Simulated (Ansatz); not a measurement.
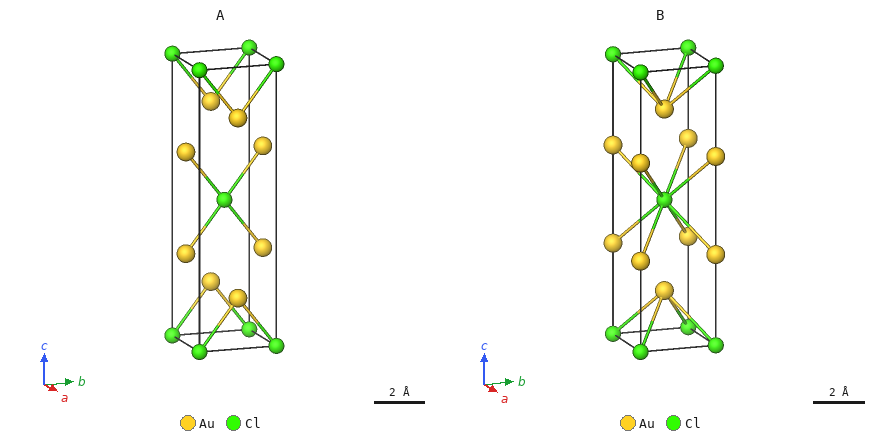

Two structures of Au2Cl, each relaxed to rest (conventional cells in solid outline, small ones repeated, not to one scale). Method: DFT PBE, scalar-relativistic, plane waves, PAW in Ansatz, without spin polarisation.

Describe A and B.

A: 6 atoms a cell on a body-centred orthorhombic lattice, Immm. B: 6 atoms a cell on a body-centred tetragonal lattice, I4/mmm.

Which form lies lower?

A is lower, by 128 meV/atom at this level of theory (energies at zero smearing). Volumes: A 20.8, B 19.7 Å³/atom.

One or both may be structure types tried for this composition rather than known phases.
